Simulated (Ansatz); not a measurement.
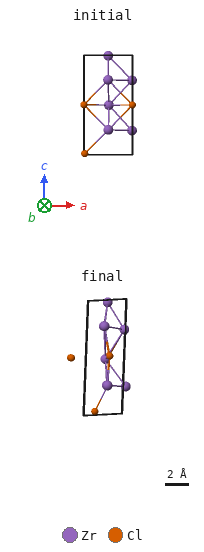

The structure of solid Zr3Cl (built on the Cu3Au (L1_2)_221 type) (coarse preliminary run) before (top) and after (bottom) a relaxation, at one scale.

The picture is a ball-and-stick view of the cell of the calculation, seen along the b axis.

All numbers below come from Ansatz, DFT PBE, scalar-relativistic, plane waves, PAW.

Input file:
```yaml
crystal:
  lattice:
    - [-0.0097354654, 4.383697408, 0.1122076941]
    - [-0.0326860131, 0.1122076941, 4.4465494014]
    - [8.9859771105, -0.0194709307, -0.0653720261]
  atoms:
    - { symbol: Zr, position: [0.4991007494, 0.5025568985, -0.0053527536] }
    - { symbol: Zr, position: [0.5115509723, 0.498720203, 0.4989197837] }
    - { symbol: Zr, position: [0.9892453641, 0.4909632531, 0.2434705158] }
    - { symbol: Zr, position: [0.9900144508, 0.5103831151, 0.7485416052] }
    - { symbol: Zr, position: [0.5025754174, -0.0072107521, 0.2505978955] }
    - { symbol: Zr, position: [0.495678297, -0.0079649255, 0.7521094464] }
    - { symbol: Cl, position: [-0.0027084359, 0.0031308853, 0.5010177819] }
    - { symbol: Cl, position: [0.0145431848, 0.0094213226, 1.010695725] }
basis:
  ecutwfc: 420
kpoints:
  mp_grid: { grid: [6, 6, 4] }
hamiltonian:
  xc: pbe
scf:
  occupations: { method: gaussian, width: 0.1 }
output:
  forces: true
  stress: true
  eigenvalues: true
relax:
  adjacent_minimum: "off"
  f_tol: 0.015
  max_steps: 120
  cell: { stress_tol: 0.15 }
```

Launched with:
```bash
ansatz run input.yaml --threads 1 --pin off --max-ram 2560MiB --backend cpu --events-out ev --progress --plain --runs-dir out
```

What changed between the two?

The run was cut off at its time limit before the relaxation converged, so the last structure is only a point on the way. The energy falls by 333 meV per atom in 10 geometry steps. The largest force component goes from 0.49 to 0.49 eV/Å. Pressure: −0.84 GPa at the start and −0.28 GPa at the end. Cl7 moves most relative to the cell: 1.33 Å along −a. By element the largest moves are Cl 1.33 Å, Zr 0.30 Å. The drawn cell changes as follows: a 4.385 → 3.469 Å (−20.9 %), b 4.448 → 5.009 Å (+12.6 %), c 8.986 → 10.360 Å (+15.3 %), α 90.8° → 90.6°, β 90.3° → 84.8°, γ 87.1° → 88.0°; the volume changes by +2.3 %. Near-neighbour distances that change, for instance: Zr6–Cl7 3.133 → 4.145 Å, Zr4–Cl8 3.218 → 4.173 Å, Zr5–Cl7 3.164 → 4.115 Å, Zr4–Cl8 (another image) 3.264 → 4.208 Å. Bond angles that change, for instance: Zr5–Cl7–Zr6 91.7° → 165.9°, Zr2–Cl7–Zr2 92.4° → 159.3°, Zr2–Cl7–Zr6 59.4° → 95.6°. The space group stays P1 (No. 1).
